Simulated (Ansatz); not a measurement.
BFH3Si (SMILES F[B][SiH3]) (doublet)

Input file:

```
crystal:
  periodic: [false, false, false]
  atoms:
    - { symbol: F, position_ang: [-0.53076, -2.3025, 0.58567] }
    - { symbol: B, position_ang: [0.27264, -1.27665, 0.6371] }
    - { symbol: Si, position_ang: [0.0679, 0.49502, -0.15145] }
    - { symbol: H, position_ang: [-1.12783, 0.83987, -0.94428] }
    - { symbol: H, position_ang: [1.2046, 0.74625, -1.04954] }
    - { symbol: H, position_ang: [0.11345, 1.498, 0.92251] }
magnetization:
  spin_polarized: true
  initial_magnetization: 1
basis:
  gaussian: { orbitals: cc-pVDZ }
hamiltonian:
  xc: { name: BHLYP }
  dispersion: d4
relax:
  f_tol: 0.02
  max_steps: 40
output:
  orbitals: {}
```

Command:

```sh
ansatz run input.yaml --threads 1 --pin off --max-ram 2048MiB --backend cpu --events-out ev --progress --plain --runs-dir out
```

The fields are those of the run's last geometry, not of the input's.

The calculation used UKS BHLYP-D4/cc-pVDZ in Ansatz.

Question: What will maps of the electron density, electron localisation function and spin density show?

Answer: B–F (1.31 Å): ρ is about 2.2 e/Å³ halfway; the ELF peaks at about 0.85 between the atoms (a polar covalent bond).
Si–B (2.04 Å): ρ at the midpoint is about 0.75 e/Å³; the ELF peaks at about 1 between the atoms, as expected for a shared electron pair.
Si–H (1.49 Å): ρ is about 0.74 e/Å³ halfway; the ELF climbs to about 1 towards the hydrogen, as it does in any bond to H.
The unpaired spin (1 electron) lies mostly on B2 (about 0.7), Si3 (about 0.1) and F1 (about 0.1), in electrons by Hirshfeld's partition.

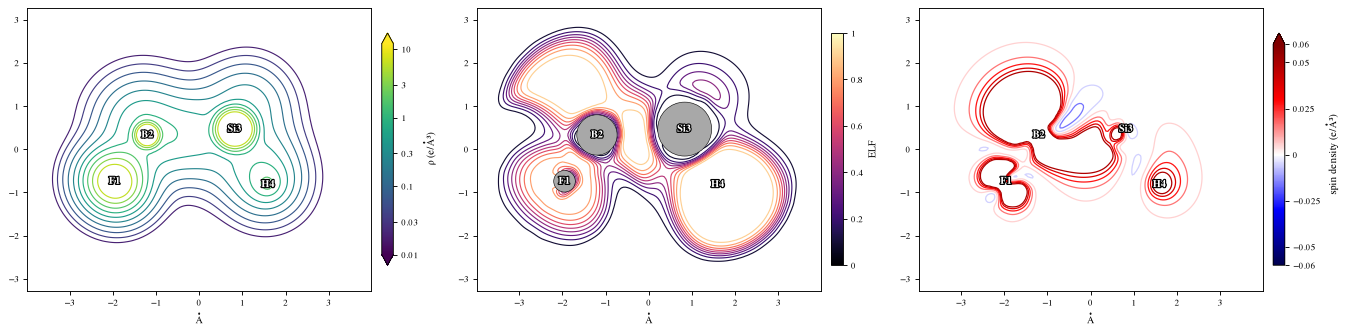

Computed electron density, electron localisation function and spin density on the plane of atoms F1, B2 and Si3, in this order. Grey discs cover the atomic cores in the ELF map. 
